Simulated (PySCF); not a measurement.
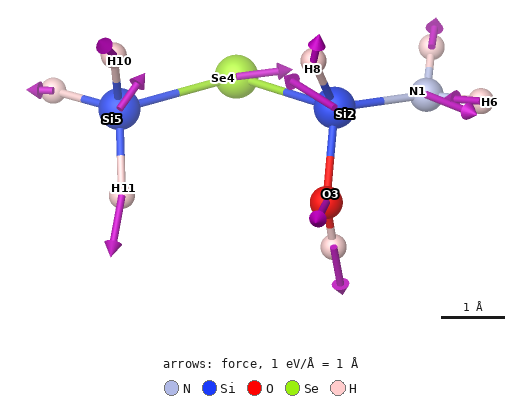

Starting geometry of Si$_{2}$NH$_{7}$SeO with the computed forces as purple arrows. A ball-and-stick model, seen at a tilt.

The start comes from GFN2-xTB. Its atoms were then displaced at random by about 0.01 Å.

The calculation used PySCF, PBE0-D3(BJ)/def2-SVP geometry optimisation, gas phase. 

### What follows when this structure is relaxed?

It isn't relaxed: the largest force vector, on a Si atom, is 1.39 eV/Å. The final displacements have little in common with the starting forces (cosine between the two patterns 0.01). Over 18 geometry steps the energy falls by 4.26 kcal/mol. The atom that moves furthest after the best rigid fit is an H atom (0.69 Å). By element the largest moves are H 0.69 Å, O 0.40 Å, Se 0.36 Å, Si 0.25 Å, N 0.21 Å. Near-neighbour distances that change, for instance: Se–Si 2.338 → 2.286 Å, H–Si 1.441 → 1.492 Å, Se–Si 2.247 → 2.285 Å, O–Si 1.623 → 1.658 Å. Among the angles between lasting bonds that change: Si–Se–Si 99.4° → 94.7°, N–Si–H 123.1° → 118.8°, Si–N–H 117.0° → 120.6°. Groups turn about Se–Si by about 25°.
